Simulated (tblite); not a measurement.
# C5H14SSi2: the cost of one run

Programs: tblite 0.8.0 and PySCF 2.14.0, with density-fitted response routines of our own. Each step states its level of theory. These are calculated values for one molecule in the gas phase, unless marked as measured. Atoms count from 0, in the outputs and in this text.

**1. Starting geometry**

22 atoms, charge 0, multiplicity 1; geometry from: force field or distance geometry start.

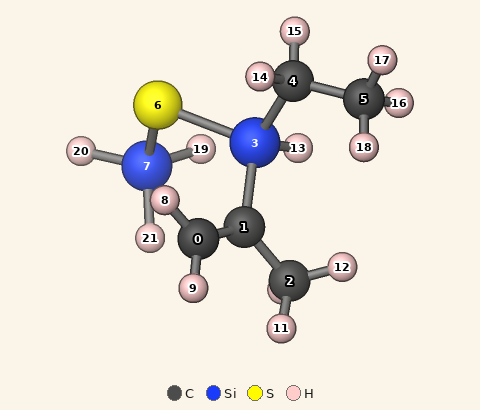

As it starts; carbon dark grey, silicon blue, sulfur yellow, hydrogen pink, atoms numbered.

**2. Optimising the geometry with GFN2-xTB**

The job: settings as JSON, then the geometry in Å.

```
{"job": {"kind": "relax", "xc": "GFN2-xTB", "basis": "xTB"}, "charge": 0, "multiplicity": 1}
C     -0.003800     2.056100     0.962700
C      0.156300     1.189200    -0.053700
C      0.490600     1.637900    -1.438600
Si     0.009500    -0.662100     0.170300
C     -1.777000    -1.162200     0.485200
C     -2.745100    -0.851700    -0.663200
S      1.161000    -1.246300     1.885800
Si     3.067100    -1.141100     0.928800
H     -0.240100     1.740400     1.979700
H      0.074700     3.129200     0.809900
H      1.442100     1.238700    -1.776900
H      0.542700     2.730500    -1.503500
H     -0.299700     1.323700    -2.136600
H      0.518500    -1.368200    -1.031700
H     -2.137400    -0.653000     1.387900
H     -1.813200    -2.236700     0.689800
H     -2.442700    -1.355600    -1.581700
H     -3.750600    -1.192500    -0.400700
H     -2.787800     0.227200    -0.859600
H      3.107800    -2.122200    -0.184400
H      4.109000    -1.488800     1.915100
H      3.307600     0.226900     0.414600
```

On the command line:

```
$ OMP_NUM_THREADS=1 python probes_run.py task.json out
```

This one command runs all jobs of the session in turn.

**Question.** How long does this first job take on 1 thread of Intel Xeon at 2.50GHz, shared host, and how much memory does it need?

About 4.4 s, with a peak of 0.18 GiB.
